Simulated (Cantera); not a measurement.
Charge: 1 mol AlCl3, 4.8 mol HCl, 290 mol H2, at 1025 °C.

These are equilibrium values from Cantera (NASA tables, ideal gas, pure condensed phases), not measurements of a reactor. Candidate condensed phases: Al, AlCl3; 12 gas species. The tables' values for AlCl2 are old estimates; treat these amounts as uncertain. Rates play no part.

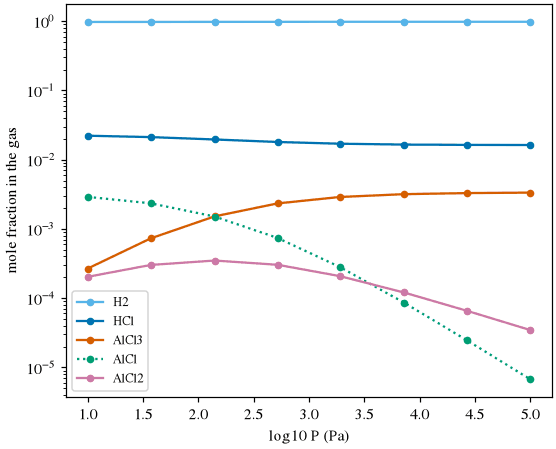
Figure. Equilibrium gas composition (values under 1e-9 drawn at 1e-9)

Q: Read off the mole fractions at 1.00 bar.

A: H2 about 0.98, HCl about 0.016, AlCl3 about 0.0033, AlCl2 about 3.5e-5, AlCl about 6.8e-6.
